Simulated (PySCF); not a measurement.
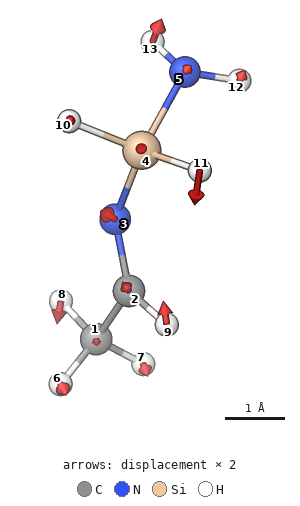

A relaxation of C2H8N2Si. The starting structure is drawn; red arrows show the displacements, magnified 2 times. The two geometries are superimposed by the best rigid fit.

The picture is a ball-and-stick view, seen from a free direction.

The start comes from GFN2-xTB. Its atoms were then displaced at random by about 0.01 Å.

Method: PBE0-D3(BJ)/def2-SVP geometry optimisation, gas phase (PySCF 2.14.0, density-fitted response routines). 

Q: Describe the change and its energy.

A: After 7 geometry steps the energy has fallen by 0.219 eV. The largest move after the best rigid fit is that of H11, 0.37 Å. By element the largest moves are H 0.37 Å, N 0.26 Å, C 0.13 Å, Si 0.10 Å. Some distances before and after: N3–Si4 1.674 → 1.759 Å, C1–H6 1.056 → 1.103 Å, Si4–H10 1.456 → 1.490 Å, C1–H8 1.116 → 1.098 Å. Bond angles that change, for instance: C2–N3–Si4 135.4° → 123.8°, N3–Si4–H11 118.4° → 109.8°, N5–Si4–H11 103.0° → 107.3°.
